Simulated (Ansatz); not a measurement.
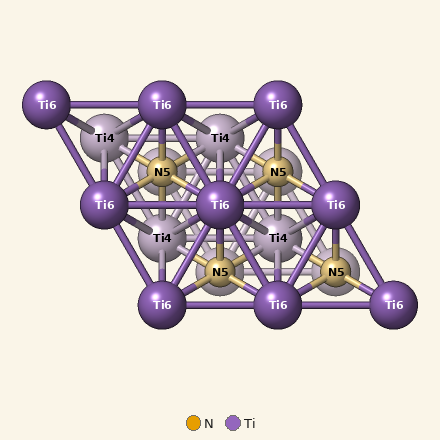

The system is Cl on a TiN(111) slab cut from the Fm-3m phase, its upper half relaxed before the scan (6 atoms of substrate and one adsorbate in a 1 × 1 cell); the picture shows it without the atoms that are moved over the map. Cl is moved over the surface cell; relaxed at each place: the height of the adsorbate's atoms; substrate rigid; the origin of the map has the adsorbate above Ti6. Places are given modulo a cell vector. The map is drawn in real space over the plane of the surface. Grid: 6 × 6 points; 10 points were computed and 26 follow by symmetry. All energies are given in eV relative to the lowest grid point. With one adsorbate in each 1 × 1 cell, its nearest image is 3.0 Å away, so neighbouring adsorbates interact. Method: DFT PBE, scalar-relativistic, plane waves, PAW in Ansatz. Settings: cutoff 420 eV, k-mesh 9×9×1, gaussian smearing 0.1 eV, no spin polarisation.

Range: position of Cl7 along the first surface vector from 0.000 to 0.833; position of Cl7 along the second surface vector from 0.000 to 0.833.

Question: Predict the map.

Answer: The lowest grid point is at a threefold hollow over a second-layer N atom, (4/6, 2/6) of the cell vectors. A higher local minimum lies near a threefold hollow over a third-layer Ti atom, (2/6, 4/6) of the cell vectors (0.06 eV above the lowest at that grid point). The highest grid point, the top site over a surface Ti atom, (0/6, 0/6) of the cell vectors, lies 1.11 eV above the lowest. On the interpolated surface the easiest way out of the lowest well to the well at a threefold hollow over a third-layer Ti atom, (2/6, 4/6) of the cell vectors passes a barrier of about 0.41 eV. At the lowest point the adsorbate has 3 Ti at 2.46 Å as nearest neighbours, at the highest 1 Ti at 2.18 Å. Its relaxed height above the top atom is 1.75 Å at the lowest and 2.18 Å at the highest point.

| second ↓, first → | 0/6 | 1/6 | 2/6 | 3/6 | 4/6 | 5/6 |
| --- | --- | --- | --- | --- | --- | --- |
| 5/6 | 1.03 | 0.83 | 0.38 | 0.38 | 0.83 | 1.03 |
| 4/6 | 0.74 | 0.38 | 0.06 | 0.38 | 0.74 | 0.85 |
| 3/6 | 0.41 | 0.38 | 0.38 | 0.41 | 0.36 | 0.36 |
| 2/6 | 0.74 | 0.83 | 0.74 | 0.36 | 0.00 | 0.36 |
| 1/6 | 1.03 | 1.03 | 0.85 | 0.36 | 0.36 | 0.85 |
| 0/6 | 1.11 | 1.03 | 0.74 | 0.41 | 0.74 | 1.03 |

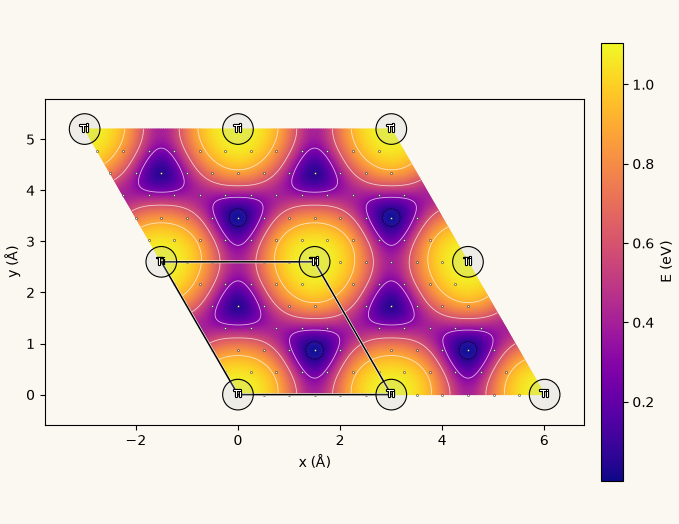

In the figure: a smooth colour map with a few white contour lines, dots at the grid points, labelled circles for the atoms of the top layer and small ones for the second layer, the outline of one cell of the 2 × 2 shown. Between grid points the surface is interpolated.

Each point was launched as `ansatz run input.yaml --threads 2 --pin off --max-ram 6144MiB --backend cpu --events-out ev --progress --plain --runs-dir out`. The whole map (10 points run) took 3.8 min on 2 threads of AMD EPYC 7R43 64-Core Processor (Zen 3), with other jobs on the host.

PAW datasets: the set soft_1.
